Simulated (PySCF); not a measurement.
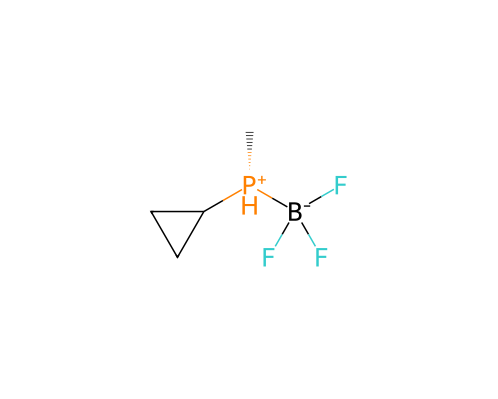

The geometry was computed by an optimisation with GFN2-xTB. No frequency run is at hand to confirm it as a minimum. Level of theory: PBE0/pcSseg-1, gas phase (PySCF 2.14.0).

What is the dipole moment?

Answer. 6.11 D.

Give the HOMO energy (Kohn–Sham orbital) at this level.

Answer. −8.46 eV.

Estimate the LUMO energy (Kohn–Sham orbital).

Answer. 0.32 eV.

The geometry is semi-empirical. Around B, P such bond lengths and angles can be off by a tenth of an ångström or more and by several degrees, and values that hang on the shape move with them.
